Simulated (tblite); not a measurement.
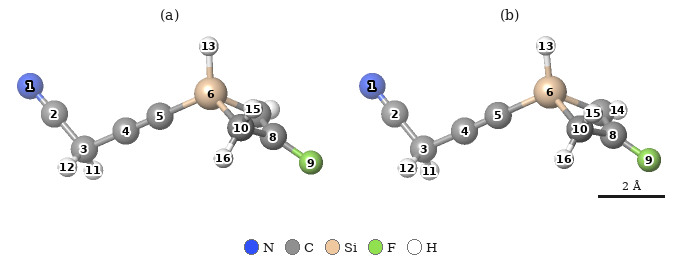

The structure of C₇H₆FNSi before (left) and after (right) a relaxation, at one scale.

Style: ball-and-stick. Shown at a tilt.

Theory: GFN2-xTB geometry optimisation, gas phase in tblite. 

Question: Summarise the run.

Answer: The energy falls by 102.8 kJ/mol in 59 geometry steps. An H atom moves most after the best rigid fit: 0.23 Å. By element the largest moves are H 0.23 Å, C 0.17 Å, F 0.12 Å, Si 0.11 Å, N 0.07 Å. Among the contacts that change: C–Si 1.800 → 1.934 Å, C–Si 1.774 → 1.888 Å, C–F 1.402 → 1.342 Å, C–C 1.279 → 1.332 Å. Bond angles that change, for instance: C–C–C 99.9° → 108.6°, Si–C–H 132.3° → 140.1°, F–C–C 129.2° → 122.9°.
